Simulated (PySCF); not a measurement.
**U-wB97M-V/aug-cc-pVTZ run of OH (SMILES [OH])**

Aim: the vertical electron affinity of OH at U-wB97M-V/aug-cc-pVTZ, from 2 runs. Input form: a Python script.

The results are computed with PySCF 2.14.0.

2 further runs of the same task are left out: 2 set aside as unsound or not needed. Runs told in other sessions of the task aren't counted.

**1. The system as given**

The species is OH (2 atoms), meant as a doublet with charge 0. As SMILES, `[OH]`. Geometry: relaxed at GFN2-xTB.

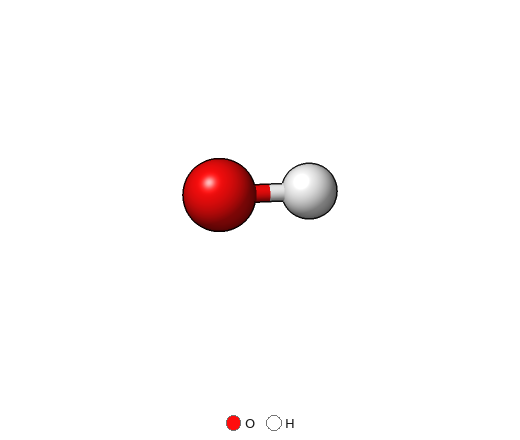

Viewed from a chosen angle; oxygen red, hydrogen white.

**2. The energy at U-wB97M-V/aug-cc-pVTZ**

File job.py:

```python
from pyscf import gto, dft

system = gto.Mole()
system.atom = '''
O      0.778133    -0.249123     0.401435
H     -0.778133     0.249123    -0.401435
'''
system.max_memory = 1860
system.verbose = 3
system.unit = 'bohr'
system.basis = 'aug-cc-pvtz'
system.spin = 1
system.charge = 0
system.build()

ks = dft.UKS(system)
ks.xc = 'wb97m-v'
ks.grids.level = 5
ks.nlcgrids.level = 1
ks.conv_tol = 1e-10
ks.kernel()
if not ks.converged:
    ks = ks.newton().run(ks.mo_coeff, ks.mo_occ)

energy = ks.e_tot
print('Final energy', energy)
```

Launch:

```console
$ OMP_NUM_THREADS=1 python job.py
```

What it wrote:

```text
WARN: HOMO -0.417045972881918 >= LUMO -0.417045972881917

converged SCF energy = -75.7402913404312  <S^2> = 0.75276568  2S+1 = 2.0027638
Final energy -75.74029134043116
```

It took 15 s on 1 thread of Arm Neoverse V1, shared host; peak memory 0.36 GiB.

**3. The singlet anion at the same level**

File input.py:

```python
from pyscf import gto, dft

mol = gto.M(
    atom=[
    ('O', (0.411770, -0.131830, 0.212430)),
    ('H', (-0.411770, 0.131830, -0.212430)),
],
    verbose=4,
    charge=-1,
    max_memory=1860,
    basis='aug-cc-pvtz',
    spin=0,
)

mf = dft.RKS(mol)
mf.xc = 'wb97m-v'
mf.nlcgrids.level = 1
mf.grids.level = 5
mf.conv_tol = 1e-10
mf.kernel()
if not mf.converged:
    mf = mf.newton().run(mf.mo_coeff, mf.mo_occ)

e_final = mf.e_tot
print('E = %.10f Eh' % e_final)
```

Launch:

```console
$ OMP_NUM_THREADS=1 python input.py
```

What it wrote:

```text
PySCF version 2.14.0

[INPUT] num. atoms = 2
[INPUT] num. electrons = 10
[INPUT] charge = -1
[INPUT] spin (= nelec alpha-beta = 2S) = 0
[INPUT] symmetry False subgroup None
[INPUT] Mole.unit = angstrom
[INPUT] Symbol           X                Y                Z      unit          X                Y                Z       unit  Magmom
[INPUT]  1 O      0.411770000000  -0.131830000000   0.212430000000 AA    0.778132526312  -0.249122595001   0.401434520641 Bohr   0.0
[INPUT]  2 H     -0.411770000000   0.131830000000  -0.212430000000 AA   -0.778132526312   0.249122595001  -0.401434520641 Bohr   0.0

nuclear repulsion = 4.39400761915188
number of shells = 22
number of NR pGTOs = 83
number of NR cGTOs = 69
basis = aug-cc-pvtz
ecp = {}

******** <class 'pyscf.dft.rks.RKS'> ********
method = RKS
initial guess = minao
damping factor = 0
level_shift factor = 0
DIIS = <class 'pyscf.scf.diis.CDIIS'>
diis_start_cycle = 1
diis_space = 8
diis_damp = 0
SCF conv_tol = 1e-10
SCF conv_tol_grad = None
SCF max_cycles = 50
direct_scf = True
direct_scf_tol = 1e-13
XC library pyscf.dft.libxc version 7.0.0
    S. Lehtola, C. Steigemann, M. J.T. Oliveira, and M. A.L. Marques.,  SoftwareX 7, 1–5 (2018)
XC functionals = wb97m-v
radial grids:
    Treutler-Ahlrichs [JCP 102, 346 (1995); DOI:10.1063/1.469408] (M4) radial grids

becke partition: Becke, JCP 88, 2547 (1988); DOI:10.1063/1.454033
pruning grids: <function nwchem_prune>
grids dens level: 5
symmetrized grids: False
atomic radii adjust function: <function treutler_atomic_radii_adjust>
** Following is NLC and NLC Grids **
NLC functional = wb97m-v
radial grids:
    Treutler-Ahlrichs [JCP 102, 346 (1995); DOI:10.1063/1.469408] (M4) radial grids

becke partition: Becke, JCP 88, 2547 (1988); DOI:10.1063/1.454033
pruning grids: <function nwchem_prune>
grids dens level: 1
symmetrized grids: False
atomic radii adjust function: <function treutler_atomic_radii_adjust>
small_rho_cutoff = 0
Set gradient conv threshold to 1e-05
Initial guess from minao.
tot grids = 66520
tot grids = 7656
init E= -75.5170129496625
  HOMO = -0.417046068615435  LUMO = 0.00634890689481793  gap/eV = 11.52116
cycle= 1 E= -75.5910546638881  delta_E= -0.074  |g|= 0.981  |ddm|= 0.677

WARN: HOMO 0.201598872049417 == LUMO 0.201598875680935

cycle= 2 E= -73.7211451388709  delta_E= 1.87  |g|= 2.42  |ddm|=   49
  HOMO = -0.111666830409931  LUMO = 0.12136451948731  gap/eV = 6.34111
cycle= 3 E= -75.7714230409596  delta_E= -2.05  |g|= 0.344  |ddm|=   49
  HOMO = -0.0511898047710044  LUMO = 0.152927975006872  gap/eV = 5.55433
cycle= 4 E= -75.8027818615786  delta_E= -0.0314  |g|= 0.0574  |ddm|= 0.215
  HOMO = -0.0547236390895851  LUMO = 0.160274486958482  gap/eV = 5.85040
cycle= 5 E= -75.8039059446262  delta_E= -0.00112  |g|= 0.016  |ddm|= 0.0674
  HOMO = -0.0580883208126786  LUMO = 0.161160730814071  gap/eV = 5.96607
cycle= 6 E= -75.8039666820201  delta_E= -6.07e-05  |g|= 0.0101  |ddm|= 0.0224
  HOMO = -0.0602738413287451  LUMO = 0.160845095424575  gap/eV = 6.01695
cycle= 7 E= -75.8039867151327  delta_E= -2e-05  |g|= 0.00418  |ddm|= 0.00643
  HOMO = -0.0613678330542796  LUMO = 0.160669657118811  gap/eV = 6.04195
cycle= 8 E= -75.803990814754  delta_E= -4.1e-06  |g|= 0.000596  |ddm|= 0.00296
  HOMO = -0.0615274408022727  LUMO = 0.160640333812273  gap/eV = 6.04549
cycle= 9 E= -75.803990921525  delta_E= -1.07e-07  |g|= 2.75e-05  |ddm|= 0.00066
  HOMO = -0.0615288811480664  LUMO = 0.160640295873357  gap/eV = 6.04553
cycle= 10 E= -75.8039909226724  delta_E= -1.15e-09  |g|= 3.53e-06  |ddm|= 0.000112
  HOMO = -0.0615296960021799  LUMO = 0.160640424251358  gap/eV = 6.04556
cycle= 11 E= -75.8039909226867  delta_E= -1.43e-11  |g|= 5.52e-07  |ddm|= 1.27e-05
  HOMO = -0.0615298756268829  LUMO = 0.160640415335282  gap/eV = 6.04556
Extra cycle  E= -75.8039909226878  delta_E= -1.08e-12  |g|= 4.9e-07  |ddm|= 1.51e-06
converged SCF energy = -75.8039909226878
E = -75.8039909227 Eh
```

It took 11 s on 1 thread of Arm Neoverse V1, shared host; peak memory 0.35 GiB.

**4. Outcome**

Level: U-wB97M-V/aug-cc-pVTZ.

| quantity | value |
| --- | --- |
| doublet OH: total energy | -75.74029 Eh |
| doublet OH: dipole moment | 1.65 D |
| doublet OH: HOMO energy (highest over α and β) | -11.79 eV |
| doublet OH: LUMO energy (lowest over α and β) | -2.10 eV |
| doublet OH: ⟨S²⟩ | 0.753 |
| singlet anion: total energy | -75.80399 Eh |
| singlet anion: HOMO energy | -1.67 eV |
| singlet anion: LUMO energy | 4.37 eV |
| singlet anion: HOMO–LUMO gap (to an unbound level, set by the basis) | 6.05 eV |
| vertical electron affinity (to the singlet anion) | 1.733 eV |

**Reading.** At fixed nuclei the extra electron is bound by 1.73 eV (167 kJ/mol).
